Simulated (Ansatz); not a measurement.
# Geometry relaxation, with input and output: Si$_{2}$H$_{5}$ClO (part 2 of 2)

The same run, continued: Si$_{2}$H$_{5}$ClO; RKS r2SCAN-D4/def2-SVP (Ansatz 0.2.0). It belongs to a series of runs on one base structure; here: end point A relaxed.

Geometry of the input (Å):
```
Si 0.4780  1.4412  0.3020
O  0.4911  -0.1650  0.2467
Si -0.4694  -1.4107  -0.3029
Cl 0.6589  -3.1140  0.1543
H  0.3350  2.0028  -1.1109
H  1.6492  2.0350  0.9401
H  -0.7423  1.9130  1.0563
H  -1.6996  -1.4243  0.4146
H  -0.6124  -1.3243  -1.7172
```

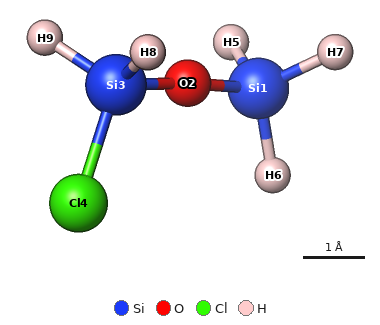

Fig. 1: The geometry at step 13 of the log (ball-and-stick view, seen at a tilt; atoms are numbered from 1 in the order of the input).

Trajectory as extended XYZ, continued:
```
9
Properties=species:S:1:pos:R:3:forces:R:3 step=5 energy=-30395.87959
Si    0.4374    1.5680    0.2898    0.0294   0.0052   0.0122
O     0.2491   -0.0717    0.1302    0.0185  -0.0162   0.0104
Si   -0.4584   -1.4835   -0.3064   -0.0681   0.0339  -0.0310
Cl    0.7653   -3.0580    0.2199    0.0300  -0.0059   0.0135
H     0.4260    2.2093   -1.0574   -0.0047   0.0082   0.0013
H     1.7384    1.8357    0.9615   -0.0060   0.0014  -0.0029
H    -0.6765    2.1239    1.1118   -0.0028   0.0091  -0.0030
H    -1.7475   -1.6474    0.4135   -0.0013  -0.0181   0.0052
H    -0.6454   -1.5226   -1.7798    0.0051  -0.0177  -0.0057
9
Properties=species:S:1:pos:R:3:forces:R:3 step=6 energy=-30395.88163
Si    0.4382    1.5746    0.2918    0.0052   0.0079   0.0030
O     0.1800   -0.0538    0.1230   -0.0017   0.0093   0.0018
Si   -0.4749   -1.4899   -0.3118   -0.0181   0.0116  -0.0079
Cl    0.8065   -3.0139    0.2315    0.0210  -0.0141   0.0082
H     0.4469    2.2254   -1.0512   -0.0007  -0.0017   0.0059
H     1.7505    1.7908    0.9608   -0.0056  -0.0084  -0.0035
H    -0.6507    2.1699    1.1201    0.0052   0.0015  -0.0046
H    -1.7587   -1.7010    0.4048   -0.0032  -0.0044  -0.0022
H    -0.6493   -1.5484   -1.7861   -0.0022  -0.0017  -0.0006
9
Properties=species:S:1:pos:R:3:forces:R:3 step=7 energy=-30395.87993 accepted=F
Si    0.4363    1.5923    0.2956   -0.0298  -0.1919   0.0379
O    -0.0066   -0.0020    0.0961   -0.0465   0.0659  -0.0247
Si   -0.5116   -1.5085   -0.3228    0.1806   0.0946   0.1465
Cl    0.9168   -2.9025    0.2646   -0.1641   0.1592  -0.0621
H     0.5032    2.2710   -1.0343    0.0021  -0.0520   0.0350
H     1.7783    1.6619    0.9584   -0.1546  -0.0321  -0.0658
H    -0.5834    2.2906    1.1431    0.0958  -0.0932  -0.0617
H    -1.7836   -1.8357    0.3802    0.0997   0.0339  -0.0238
H    -0.6609   -1.6134   -1.7979    0.0169   0.0158   0.0187
9
Properties=species:S:1:pos:R:3:forces:R:3 step=8 energy=-30395.88215
Si    0.4370    1.5772    0.2917    0.0233  -0.0158   0.0060
O     0.1585   -0.0469    0.1153   -0.0265   0.0184   0.0015
Si   -0.4802   -1.4914   -0.3134    0.0106   0.0000  -0.0034
Cl    0.8237   -2.9953    0.2380   -0.0002  -0.0071   0.0003
H     0.4542    2.2325   -1.0487    0.0013   0.0039   0.0061
H     1.7531    1.7671    0.9620   -0.0118   0.0099  -0.0062
H    -0.6435    2.1836    1.1228    0.0055   0.0004  -0.0037
H    -1.7619   -1.7155    0.4031    0.0017  -0.0042  -0.0019
H    -0.6523   -1.5575   -1.7877   -0.0039  -0.0054   0.0012
9
Properties=species:S:1:pos:R:3:forces:R:3 step=9 energy=-30395.88319
Si    0.4335    1.5880    0.2909    0.0890  -0.0835   0.0440
O     0.0713   -0.0173    0.0832   -0.0803   0.0251  -0.0193
Si   -0.4968   -1.4985   -0.3211    0.0871  -0.0359   0.0582
Cl    0.8774   -2.9382    0.2604   -0.0740   0.0811  -0.0392
H     0.4874    2.2687   -1.0360    0.0002  -0.0108   0.0111
H     1.7616    1.6917    0.9671   -0.0810   0.0231  -0.0410
H    -0.6136    2.2374    1.1339    0.0179  -0.0279  -0.0171
H    -1.7674   -1.7774    0.3990    0.0322   0.0238  -0.0134
H    -0.6650   -1.6007   -1.7943    0.0089   0.0050   0.0167
9
Properties=species:S:1:pos:R:3:forces:R:3 step=10 energy=-30395.88189 accepted=F
Si    0.4353    1.5803    0.2891    0.0712   0.0434   0.0285
O     0.1558   -0.0388    0.0867   -0.0111  -0.0212  -0.0019
Si   -0.4778   -1.4917   -0.3164   -0.0472  -0.0605  -0.0132
Cl    0.8194   -2.9984    0.2434    0.0319   0.0165   0.0050
H     0.4658    2.2573   -1.0395   -0.0099  -0.0016  -0.0072
H     1.7477    1.7607    0.9700   -0.0125  -0.0003  -0.0069
H    -0.6451    2.1795    1.1240   -0.0157  -0.0041  -0.0018
H    -1.7519   -1.7148    0.4140   -0.0072   0.0189  -0.0082
H    -0.6608   -1.5804   -1.7883    0.0006   0.0089   0.0057
9
Properties=species:S:1:pos:R:3:forces:R:3 step=11 energy=-30395.88401
Si    0.4407    1.5849    0.2922   -0.0620  -0.0091  -0.0240
O     0.0440   -0.0068    0.0509    0.0373  -0.0052   0.0202
Si   -0.4992   -1.5056   -0.3229    0.0094   0.0946   0.0000
Cl    0.8860   -2.9249    0.2651   -0.0168   0.0370   0.0006
H     0.5014    2.2862   -1.0248    0.0158  -0.0209   0.0249
H     1.7637    1.6916    0.9745   -0.0527  -0.0547  -0.0273
H    -0.6108    2.2273    1.1358    0.0389  -0.0145  -0.0045
H    -1.7660   -1.7739    0.4061    0.0264  -0.0143  -0.0053
H    -0.6713   -1.6252   -1.7941    0.0037  -0.0128   0.0155
9
Properties=species:S:1:pos:R:3:forces:R:3 step=12 energy=-30395.88788
Si    0.4350    1.5881    0.2897   -0.0114  -0.0490  -0.0124
O    -0.0170    0.0171    0.0182   -0.0169  -0.0007  -0.0035
Si   -0.5098   -1.5037   -0.3290    0.0275   0.0618   0.0126
Cl    0.9227   -2.8630    0.2863   -0.0016   0.0145   0.0008
H     0.5260    2.3089   -1.0138    0.0043  -0.0066   0.0185
H     1.7603    1.6199    0.9723   -0.0263  -0.0119  -0.0129
H    -0.5885    2.2505    1.1496    0.0188  -0.0035  -0.0058
H    -1.7640   -1.8054    0.4068    0.0063  -0.0025  -0.0045
H    -0.6762   -1.6586   -1.7969   -0.0008  -0.0022   0.0072
9
Properties=species:S:1:pos:R:3:forces:R:3 step=13 energy=-30395.89212
Si    0.4301    1.5874    0.2864    0.0260  -0.1123  -0.0138
O    -0.1054    0.0501   -0.0379   -0.0321   0.0232  -0.0063
Si   -0.5223   -1.5052   -0.3362    0.0640   0.0971   0.0152
Cl    0.9781   -2.7760    0.3189   -0.0522   0.0504  -0.0238
H     0.5600    2.3468   -0.9921    0.0077  -0.0293   0.0230
H     1.7557    1.5235    0.9719   -0.0570   0.0031  -0.0331
H    -0.5556    2.2797    1.1654    0.0046  -0.0217   0.0025
H    -1.7630   -1.8438    0.4050    0.0123  -0.0050   0.0205
H    -0.6891   -1.7089   -1.7984    0.0267  -0.0056   0.0159
9
Properties=species:S:1:pos:R:3:forces:R:3 step=14 energy=-30395.88901 accepted=F
Si    0.4245    1.5874    0.2827    0.0110  -0.4208  -0.0954
O    -0.2319    0.1036   -0.1279    0.0129   0.0183   0.0171
Si   -0.5562   -1.4960   -0.3530    0.3862   0.2355   0.1149
Cl    1.0341   -2.6413    0.3534   -0.1371   0.1153  -0.0517
H     0.6200    2.3888   -0.9659   -0.0254  -0.0517   0.1084
H     1.7481    1.3972    0.9687   -0.1969   0.0117  -0.0966
H    -0.5201    2.2915    1.1979    0.0310  -0.0036  -0.0308
H    -1.7529   -1.8889    0.4361   -0.0046   0.0428  -0.0890
H    -0.6772   -1.7886   -1.8091   -0.0772   0.0526   0.1229
9
Properties=species:S:1:pos:R:3:forces:R:3 step=15 energy=-30395.89726
Si    0.4273    1.5824    0.2838   -0.0004  -0.1139  -0.0361
O    -0.1661    0.0768   -0.0863   -0.0250   0.0050  -0.0049
Si   -0.5321   -1.4989   -0.3423    0.0623   0.0992   0.0071
Cl    1.0076   -2.7046    0.3404   -0.0204   0.0261  -0.0074
H     0.5865    2.3654   -0.9763    0.0045  -0.0121   0.0277
H     1.7480    1.4560    0.9676   -0.0344  -0.0008  -0.0180
H    -0.5378    2.2794    1.1807    0.0059  -0.0012   0.0038
H    -1.7574   -1.8580    0.4148    0.0034  -0.0019   0.0007
H    -0.6875   -1.7448   -1.7993    0.0041  -0.0003   0.0271
9
Properties=species:S:1:pos:R:3:forces:R:3 step=16 energy=-30395.90195
Si    0.4228    1.5746    0.2791    0.0049  -0.0980  -0.0205
O    -0.2290    0.1019   -0.1330    0.0095   0.0155   0.0054
Si   -0.5390   -1.4935   -0.3471    0.0445   0.0829  -0.0003
Cl    1.0398   -2.6337    0.3637   -0.0364   0.0499  -0.0156
H     0.6130    2.3872   -0.9577   -0.0029  -0.0291   0.0232
H     1.7381    1.3877    0.9619   -0.0465  -0.0183  -0.0300
H    -0.5150    2.2841    1.1951   -0.0019  -0.0117  -0.0023
H    -1.7528   -1.8747    0.4187    0.0150   0.0030   0.0013
H    -0.6894   -1.7801   -1.7977    0.0139   0.0058   0.0387
9
Properties=species:S:1:pos:R:3:forces:R:3 step=17 energy=-30395.90540
Si    0.4189    1.5648    0.2791   -0.0172  -0.2283  -0.0789
O    -0.3037    0.1368   -0.1832   -0.0311  -0.0247  -0.0017
Si   -0.5560   -1.4760   -0.3555    0.1875   0.1141   0.0656
Cl    1.0773   -2.5191    0.3901   -0.0560   0.0309  -0.0202
H     0.6406    2.3904   -0.9433    0.0152   0.0189   0.0567
H     1.7275    1.2765    0.9465   -0.1012   0.0531  -0.0277
H    -0.4995    2.2779    1.2123    0.0542   0.0175   0.0059
H    -1.7441   -1.8870    0.4364    0.0005   0.0070  -0.0624
H    -0.6725   -1.8105   -1.7994   -0.0518   0.0117   0.0628
9
Properties=species:S:1:pos:R:3:forces:R:3 step=18 energy=-30395.91195
Si    0.4124    1.5490    0.2711   -0.0037  -0.0089  -0.0059
O    -0.3463    0.1518   -0.2149    0.0018   0.0020   0.0005
Si   -0.5516   -1.4685   -0.3548    0.0010   0.0061   0.0014
Cl    1.0970   -2.4635    0.4086    0.0034   0.0149   0.0037
H     0.6577    2.4011   -0.9258    0.0031   0.0031   0.0010
H     1.7091    1.2316    0.9360   -0.0078  -0.0161  -0.0040
H    -0.4744    2.2747    1.2235    0.0016   0.0011   0.0038
H    -1.7391   -1.8933    0.4280    0.0010  -0.0009   0.0001
H    -0.6762   -1.8292   -1.7887   -0.0005  -0.0015  -0.0006
9
Properties=species:S:1:pos:R:3:forces:R:3 step=19 energy=-30395.91347
Si    0.4058    1.5368    0.2641    0.0301  -0.0229   0.0398
O    -0.3948    0.1701   -0.2502    0.0020   0.0282  -0.0070
Si   -0.5563   -1.4599   -0.3586    0.0173   0.0251   0.0218
Cl    1.1258   -2.3798    0.4331   -0.0455   0.0131  -0.0283
H     0.6794    2.4125   -0.9101   -0.0083  -0.0231  -0.0014
H     1.6904    1.1576    0.9233   -0.0215   0.0036  -0.0257
H    -0.4513    2.2713    1.2377   -0.0121  -0.0145  -0.0144
H    -1.7344   -1.9031    0.4283    0.0119  -0.0028   0.0130
H    -0.6762   -1.8516   -1.7847    0.0260  -0.0067   0.0023
9
Properties=species:S:1:pos:R:3:forces:R:3 step=20 energy=-30395.91413
Si    0.4066    1.5337    0.2650   -0.0031   0.0080  -0.0019
O    -0.3978    0.1764   -0.2660    0.0014  -0.0044   0.0027
Si   -0.5571   -1.4543   -0.3588   -0.0081   0.0051  -0.0075
Cl    1.1235   -2.3692    0.4349    0.0045  -0.0023   0.0032
H     0.6799    2.4138   -0.9051    0.0015   0.0014   0.0025
H     1.6902    1.1475    0.9182   -0.0010  -0.0051  -0.0021
H    -0.4548    2.2589    1.2412    0.0003  -0.0017  -0.0001
H    -1.7315   -1.8944    0.4354    0.0033   0.0018   0.0006
H    -0.6705   -1.8586   -1.7818    0.0011  -0.0028   0.0026
```

Results in brief:

- outcome: converged
- total energy: −30395.9141 eV
- mean-field energy: −30395.8626 eV
- largest force (length of the vector) at the end: 0.012 eV/Å
- hardware: 2 threads of AMD EPYC (Zen 3), 16 GiB of memory available, shared host
- wall time: 56 s (CPU time 1.8 min)
- peak memory: 0.17 GiB
